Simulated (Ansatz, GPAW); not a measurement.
# A 13-layer slab of W(111): work function by functional and basis, part 2 of 3

Wanted: work functions and dipole of a 13-layer slab of W(111), with the cost of each level.

GPAW 26.7.0 and Ansatz 0.2.0; Ansatz plane waves; slab in vacuum with a dipole correction, relaxation (the session's first sound run).

So far: Starting point; Relaxing the atoms.

### 2. Relaxing the atoms (continued)

Table of electrostatic potential energy of an electron (with the applied field's), less the Fermi level, planar mean by z:

```
z (Å)  electrostatic potential energy of an electron (with the applied field's), less the Fermi level, planar mean (eV)
    0                                                                                                              4.02
    2                                                                                                              3.91
    4                                                                                                              3.88
    6                                                                                                              1.15
    8                                                                                                             -12.0
   10                                                                                                             -12.7
   12                                                                                                             -12.5
   14                                                                                                             -12.6
   16                                                                                                             -11.8
   18                                                                                                             -8.55
   20                                                                                                              3.95
   22                                                                                                              4.12
   24                                                                                                              4.12
```

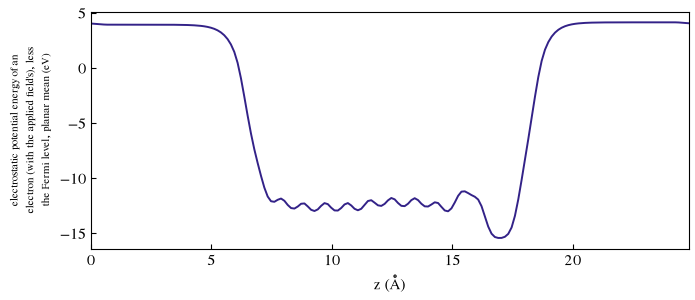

Electrostatic potential energy of an electron (with the applied field's), less the Fermi level, planar mean against z.

The valence density, planar mean oscillates, so the rows of the table below give means over windows of 2 Å about each position, cut where the curve ends. Its maxima inside the range that stand out by 2 % of the span (Å: e/Å³): 8.3: 0.913, 9.3: 0.911, 10.3: 0.909, 11.1: 0.908, 12.1: 0.879, 13.0: 0.883, 13.9: 0.882, 14.8: 0.918, 16.8: 1.09. Its minima: 8.9: 0.857, 9.7: 0.865, 10.7: 0.861, 11.6: 0.851, 12.5: 0.844, 13.4: 0.844, 14.3: 0.856, 15.8: 0.795.

The valence density, planar mean by z; means over each step:

```
z (Å)  valence density, planar mean (e/Å³)
    2                               2.0e-5
    4                              0.00175
    6                                0.223
    8                                0.864
   10                                0.887
   12                                0.870
   14                                0.875
   16                                0.905
   18                                0.625
   20                               0.0113
   22                               1.1e-4
```

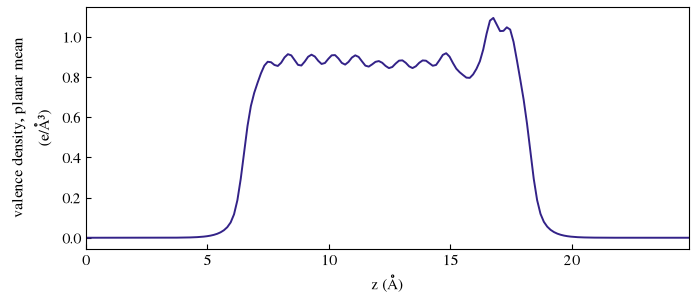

Valence density, planar mean against z.

The relaxation lowered the energy of the cell by 0.388 eV.

### 3. The slab's potential

With the geometry fixed, the planar mean of the potential gives the vacuum level on each side.

This step: GPAW, PAW setups; slab in vacuum (GPAW 26.7.0).

Input file run.py:

```python
import json
import numpy as np
from ase import Atoms
from gpaw import GPAW, PW

slab = Atoms(
    ['W', 'W', 'W', 'W', 'W', 'W', 'W', 'W', 'W', 'W', 'W', 'W', 'W'],
    positions=[
        [0.00000, 0.00000, 7.00000],
        [2.23446, 1.29006, 7.91221],
        [4.46891, 2.58013, 8.82443],
        [0.00000, 0.00000, 9.73664],
        [2.23446, 1.29006, 10.64885],
        [4.46891, 2.58013, 11.56107],
        [0.00000, 0.00000, 12.50410],
        [2.23446, 1.29006, 13.43899],
        [4.46891, 2.58013, 14.38097],
        [0.00000, 0.00000, 15.26807],
        [2.23446, 1.29006, 16.32454],
        [4.46891, 2.58013, 17.05228],
        [-0.00000, -0.00000, 17.78959]],
    cell=[[4.46891, 0.0, 0.0], [2.23446, 3.87019, 0.0], [0.0, 0.0, 24.94656]],
    pbc=[True, True, False])

slab.calc = GPAW(mode=PW(400), xc='PBE', kpts={'size': (8, 8, 1), 'gamma': True},
                 occupations={'name': 'fermi-dirac', 'width': 0.1}, nbands='160%',
                 convergence={'density': 1e-05}, maxiter=200,
                 poissonsolver={'dipolelayer': 'xy'},
                 symmetry={'tolerance': 1e-3}, txt='slab.txt')
result = {}
energy = slab.get_potential_energy()
fermi = slab.calc.get_fermi_level()
v = slab.calc.get_electrostatic_potential().mean((0, 1)) - fermi
n = slab.calc.get_pseudo_density().mean((0, 1))
L = slab.cell[2, 2]
z = np.arange(len(v)) * L / len(v)
low, high = slab.positions[:, 2].min(), slab.positions[:, 2].max()
below, above = np.interp([low - 4.8, high + 4.8], z, v)
slopes = [np.interp(x, z, np.gradient(v, z)) for x in (low - 4.8, high + 4.8)]
eps = np.array([[slab.calc.get_eigenvalues(k, s) for k in range(len(slab.calc.get_ibz_k_points()))]
                for s in range(slab.calc.get_number_of_spins())]) - fermi
top, bottom = eps[eps < 0].max(), eps[eps > 0].min()
dipole = slab.get_dipole_moment()[2]
print(f'energy {energy:.4f} eV, Fermi level {fermi:.4f} eV, dipole {dipole:.5f} e A')
print(f'potential 4.8 A off the faces, from the Fermi level: lower {below:.4f} eV, upper {above:.4f} eV')
print(f'slope of the potential there: lower {slopes[0]:.5f}, upper {slopes[1]:.5f} eV/A')
print(f'nearest levels on the mesh: {top:.4f} and {bottom:.4f} eV')
print('magnetic moment', round(slab.get_magnetic_moment(), 3))
result.update(energy=energy, fermi=fermi, dipole=dipole, below=below, above=above, slopes=slopes, edges=[top, bottom],
              z=z.tolist(), v=v.tolist(), n=n.tolist(), positions=slab.positions.tolist(),
              forces=slab.get_forces(apply_constraint=False).tolist(), moments=slab.get_magnetic_moments().tolist())
json.dump(result, open('result.json', 'w'))
```

Launch:

```bash
$ OMP_NUM_THREADS=1 OPENBLAS_NUM_THREADS=1 python run.py
```

Numbers of over 12 decimals in the logs are rounded to 6 here.

The log of the run:

```text
energy -142.2590 eV, Fermi level 4.8774 eV, dipole -0.01938 e A
potential 4.8 A off the faces, from the Fermi level: lower 3.9147 eV, upper 4.1215 eV
slope of the potential there: lower -0.00130, upper 0.00097 eV/A
nearest levels on the mesh: -0.0021 and 0.0984 eV
magnetic moment 0.0
```

Elapsed: 22 min, on 1 thread of Arm Neoverse N1, shared host; peak memory 0.5 GiB.

This step gave:

* dipole along the normal: -0.01938 e·Å
* levels nearest the Fermi level on the mesh: -0.002094, 0.09838 eV from the Fermi level
* lower work function: 3.915 eV

Table of electrostatic potential energy of an electron (without an applied field's), less the Fermi level, planar mean by z:

```
z (Å)  electrostatic potential energy of an electron (without an applied field's), less the Fermi level, planar mean (eV)
  0.0                                                                                                                4.02
  2.5                                                                                                                3.91
  5.0                                                                                                                3.63
  7.5                                                                                                               -13.3
 10.0                                                                                                               -14.5
 12.5                                                                                                               -14.7
 15.0                                                                                                               -14.4
 17.5                                                                                                               -16.6
 20.0                                                                                                                3.95
 22.5                                                                                                                4.12
```

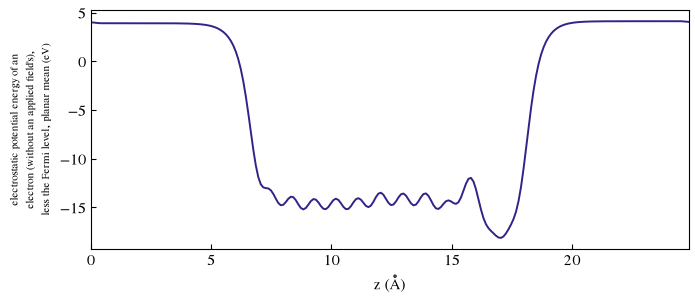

Electrostatic potential energy of an electron (without an applied field's), less the Fermi level, planar mean, plotted against z.

The pseudo valence density, planar mean oscillates, so the rows of the table below give means over windows of 2 Å about each position, cut where the curve ends. Its maxima inside the range that stand out by 2 % of the span (Å: e/Å³): 7.1: 0.893, 7.9: 0.994, 8.7: 0.974, 9.8: 1.00, 10.6: 0.995, 11.6: 0.973, 12.5: 0.983, 13.5: 0.972, 14.3: 0.991, 15.2: 0.964, 16.4: 1.05, 17.0: 1.12, 17.7: 0.981. Its minima: 7.5: 0.741, 8.3: 0.783, 9.4: 0.788, 10.2: 0.773, 11.0: 0.791, 12.1: 0.741, 12.9: 0.762, 13.9: 0.744, 14.8: 0.796, 15.8: 0.657, 16.6: 1.00, 17.5: 0.948.

The pseudo valence density, planar mean by z; means over each step:

```
z (Å)  pseudo valence density, planar mean (e/Å³)
    2                                      2.1e-5
    4                                     0.00178
    6                                       0.224
    8                                       0.869
   10                                       0.886
   12                                       0.864
   14                                       0.869
   16                                       0.910
   18                                       0.626
   20                                      0.0117
   22                                      1.1e-4
```

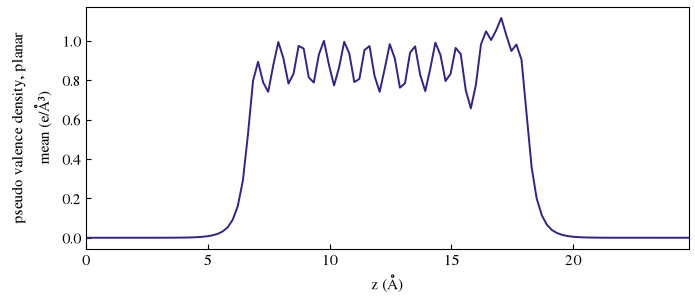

Pseudo valence density, planar mean, plotted against z.

Force by atom:

```
atom  x (eV/Å)  y (eV/Å)  z (eV/Å)  size
  W1      0.00      0.00      2.24  2.24
  W2      0.00      0.00     -0.15  0.15
  W3      0.00      0.00     -1.24  1.24
  W4      0.00      0.00     -1.03  1.03
  W5      0.00      0.00     -0.05  0.05
  W6      0.00      0.00      0.26  0.26
  W7      0.00      0.00      0.00  0.00
  W8      0.00      0.00      0.01  0.01
  W9      0.00      0.00      0.00  0.00
 W10      0.00      0.00     -0.02  0.02
 W11      0.00      0.00      0.00  0.00
 W12      0.00      0.00     -0.02  0.02
 W13      0.00      0.00      0.01  0.01
```

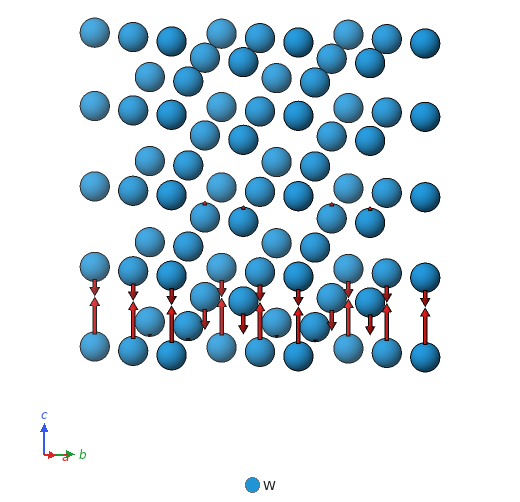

Force as arrows, the longest 2.24 eV/Å. 2×2×1 cells are drawn. Some periodic images of atoms are drawn too.

The potential is flat to 0.001 eV/Å where it is read, so the vacuum is wide enough. The geometry is the other program's minimum; here the largest force on a free atom is 0.019 eV/Å.

### 4. OptPBE vdW: xc = "optPBE-vdW"

The same geometry under optPBE-vdW, to see how far the functional moves the levels against the vacuum (the van der Waals functionals take revPBE setups).

Edit run.py of step 3 so:

```diff
@@ -24,3 +24,3 @@
 
-slab.calc = GPAW(mode=PW(400), xc='PBE', kpts={'size': (8, 8, 1), 'gamma': True},
+slab.calc = GPAW(mode=PW(400), xc='optPBE-vdW', kpts={'size': (8, 8, 1), 'gamma': True},
                  occupations={'name': 'fermi-dirac', 'width': 0.1}, nbands='160%',
```

The log of the run:

```text
energy -358.9480 eV, Fermi level 4.7832 eV, dipole -0.01718 e A
potential 4.8 A off the faces, from the Fermi level: lower 4.1422 eV, upper 4.3261 eV
slope of the potential there: lower -0.00235, upper 0.00170 eV/A
nearest levels on the mesh: -0.0082 and 0.0107 eV
magnetic moment 0.0
```

Run time: 23 min. Hardware: 1 thread; peak memory 0.74 GiB.

Numbers from this step:

- dipole along the normal: -0.01718 e·Å
- levels nearest the Fermi level on the mesh: -0.008219, 0.01074 eV from the Fermi level
- upper work function: 4.326 eV
- lower work function: 4.142 eV

The electrostatic potential energy of an electron (without an applied field's), less the Fermi level, planar mean by z:

```
z (Å)  electrostatic potential energy of an electron (without an applied field's), less the Fermi level, planar mean (eV)
    0                                                                                                                4.24
    1                                                                                                                4.14
    2                                                                                                                4.14
    3                                                                                                                4.14
    4                                                                                                                4.10
    5                                                                                                                3.80
    6                                                                                                                1.25
    7                                                                                                               -12.1
    8                                                                                                               -14.7
    9                                                                                                               -14.9
   10                                                                                                               -14.5
   11                                                                                                               -14.2
   12                                                                                                               -13.5
   13                                                                                                               -13.6
   14                                                                                                               -13.7
   15                                                                                                               -14.4
   16                                                                                                               -13.1
   17                                                                                                               -18.1
   18                                                                                                               -10.7
   19                                                                                                                2.45
   20                                                                                                                4.12
   21                                                                                                                4.30
   22                                                                                                                4.32
   23                                                                                                                4.33
   24                                                                                                                4.33
```

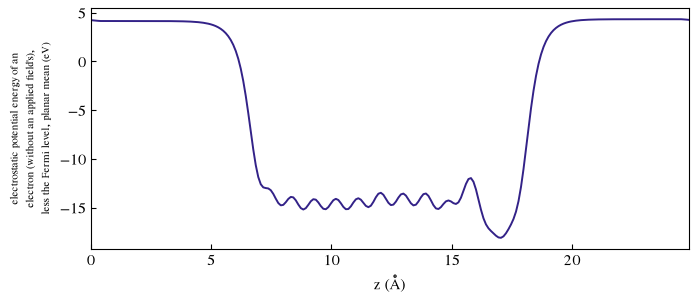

Electrostatic potential energy of an electron (without an applied field's), less the Fermi level, planar mean against z.

The pseudo valence density, planar mean oscillates, so the rows of the table below give means over windows of 1 Å about each position, cut where the curve ends. Its maxima inside the range that stand out by 2 % of the span (Å: e/Å³): 7.1: 0.894, 7.9: 0.994, 8.7: 0.974, 9.8: 1.00, 10.6: 0.995, 11.6: 0.973, 12.5: 0.983, 13.5: 0.972, 14.3: 0.991, 15.2: 0.964, 16.4: 1.05, 17.0: 1.12, 17.7: 0.981. Its minima: 7.5: 0.741, 8.3: 0.783, 9.4: 0.788, 10.2: 0.773, 11.0: 0.790, 12.1: 0.740, 12.9: 0.762, 13.9: 0.744, 14.8: 0.796, 15.8: 0.657, 16.6: 1.00, 17.5: 0.949.

Pseudo valence density, planar mean against z; means over each step:

```
z (Å)  pseudo valence density, planar mean (e/Å³)
    2                                      2.2e-5
    3                                      1.7e-4
    4                                     0.00125
    5                                      0.0105
    6                                       0.122
    7                                       0.722
    8                                       0.872
    9                                       0.883
   10                                       0.890
   11                                       0.888
   12                                       0.868
   13                                       0.872
   14                                       0.871
   15                                       0.880
   16                                       0.844
   17                                        1.04
   18                                       0.679
   19                                      0.0726
   20                                     0.00688
   21                                      7.8e-4
   22                                      9.4e-5
```

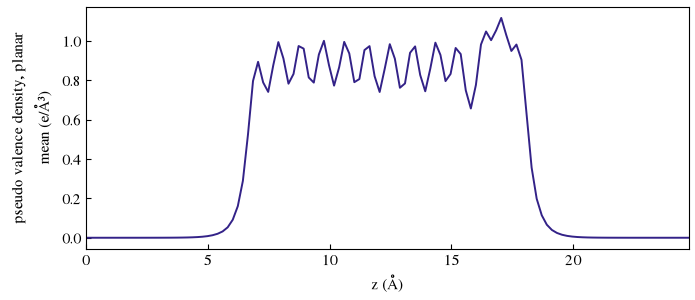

Pseudo valence density, planar mean against z.

Force by atom:

```
atom  x (eV/Å)  y (eV/Å)  z (eV/Å)  size
  W1      0.00      0.00      1.79  1.79
  W2      0.00      0.00     -0.39  0.39
  W3      0.00      0.00     -1.27  1.27
  W4      0.00      0.00     -1.02  1.02
  W5      0.00      0.00     -0.03  0.03
  W6      0.00      0.00      0.26  0.26
  W7      0.00      0.00     -0.01  0.01
  W8      0.00      0.00      0.01  0.01
  W9      0.00      0.00     -0.01  0.01
 W10      0.00      0.00     -0.09  0.09
 W11      0.00      0.00      0.04  0.04
 W12      0.00      0.00      0.23  0.23
 W13      0.00      0.00      0.46  0.46
```

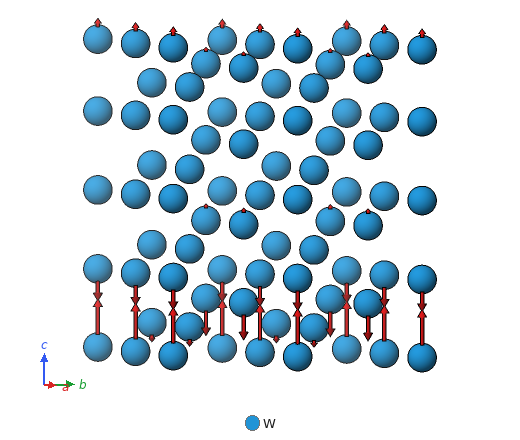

Force as arrows, the longest 1.79 eV/Å. 2×2×1 cells are drawn. Some periodic images of atoms are drawn too.

The upper face's work function is 4.326 eV, against 4.122 eV in the first plane-wave PBE run at this geometry.

### 5. Self-consistent run: xc = "revPBE"

The same geometry under revPBE, to see how far the functional moves the levels against the vacuum.

Edit run.py of step 4 so:

```diff
@@ -24,3 +24,3 @@
 
-slab.calc = GPAW(mode=PW(400), xc='optPBE-vdW', kpts={'size': (8, 8, 1), 'gamma': True},
+slab.calc = GPAW(mode=PW(400), xc='revPBE', kpts={'size': (8, 8, 1), 'gamma': True},
                  occupations={'name': 'fermi-dirac', 'width': 0.1}, nbands='160%',
```

The log of the run:

```text
energy -136.8646 eV, Fermi level 4.9696 eV, dipole -0.02027 e A
potential 4.8 A off the faces, from the Fermi level: lower 3.7824 eV, upper 3.9985 eV
slope of the potential there: lower -0.00143, upper 0.00106 eV/A
nearest levels on the mesh: -0.0032 and 0.1107 eV
magnetic moment 0.0
```

Elapsed: 22 min, on 1 thread; peak memory 0.5 GiB.

This step gave:

| Property | Result |
| --- | --- |
| dipole along the normal | -0.02027 e·Å |
| levels nearest the Fermi level on the mesh | -0.003242, 0.1107 eV from the Fermi level |
| upper work function | 3.999 eV |
| lower work function | 3.782 eV |

The upper face's work function is 3.999 eV, against 4.122 eV in the first plane-wave PBE run at this geometry.

### 6. Self-consistent run: xc = "vdW-DF2"

The same geometry under vdW-DF2, to see how far the functional moves the levels against the vacuum (the van der Waals functionals take revPBE setups).

Edit run.py of step 5 so:

```diff
@@ -24,3 +24,3 @@
 
-slab.calc = GPAW(mode=PW(400), xc='revPBE', kpts={'size': (8, 8, 1), 'gamma': True},
+slab.calc = GPAW(mode=PW(400), xc='vdW-DF2', kpts={'size': (8, 8, 1), 'gamma': True},
                  occupations={'name': 'fermi-dirac', 'width': 0.1}, nbands='160%',
```

The log of the run:

```text
energy -2074.3818 eV, Fermi level 4.8392 eV, dipole -0.01212 e A
potential 4.8 A off the faces, from the Fermi level: lower 4.3412 eV, upper 4.4720 eV
slope of the potential there: lower -0.00230, upper 0.00183 eV/A
nearest levels on the mesh: -0.0040 and 0.0240 eV
magnetic moment 0.0
```

Wall time 24 min (1 thread); peak memory 0.73 GiB.

Numbers from this step:

* dipole along the normal: -0.01212 e·Å
* levels nearest the Fermi level on the mesh: -0.004025, 0.02405 eV from the Fermi level
* upper work function: 4.472 eV
* lower work function: 4.341 eV

The upper face's work function is 4.472 eV, against 4.122 eV in the first plane-wave PBE run at this geometry.

### 7. Self-consistent run: xc = "RPBE"

The same geometry under RPBE, to see how far the functional moves the levels against the vacuum.

Edit run.py of step 6 so:

```diff
@@ -24,3 +24,3 @@
 
-slab.calc = GPAW(mode=PW(400), xc='vdW-DF2', kpts={'size': (8, 8, 1), 'gamma': True},
+slab.calc = GPAW(mode=PW(400), xc='RPBE', kpts={'size': (8, 8, 1), 'gamma': True},
                  occupations={'name': 'fermi-dirac', 'width': 0.1}, nbands='160%',
```

The log of the run:

```text
energy -135.6104 eV, Fermi level 4.9908 eV, dipole -0.02027 e A
potential 4.8 A off the faces, from the Fermi level: lower 3.7679 eV, upper 3.9840 eV
slope of the potential there: lower -0.00155, upper 0.00114 eV/A
nearest levels on the mesh: -0.0030 and 0.1099 eV
magnetic moment 0.0
```

It took 23 min on 1 thread; peak memory 0.5 GiB.

Numbers from this step:

* dipole along the normal: -0.02027 e·Å
* levels nearest the Fermi level on the mesh: -0.003041, 0.1099 eV from the Fermi level
* upper work function: 3.984 eV
* lower work function: 3.768 eV

The upper face's work function is 3.984 eV, against 4.122 eV in the first plane-wave PBE run at this geometry.

(Continued in part 3 of 3.)

[Logs are printed without paths, hosts, clocks, repeated set-up lines and the standing remarks that a program may print on its own settings, such as how far it seeks lower states.]

[Hosts, paths, dates, database ids (printed as entryN), source tags and the programs' standing remarks are cut or masked in the printed files.]
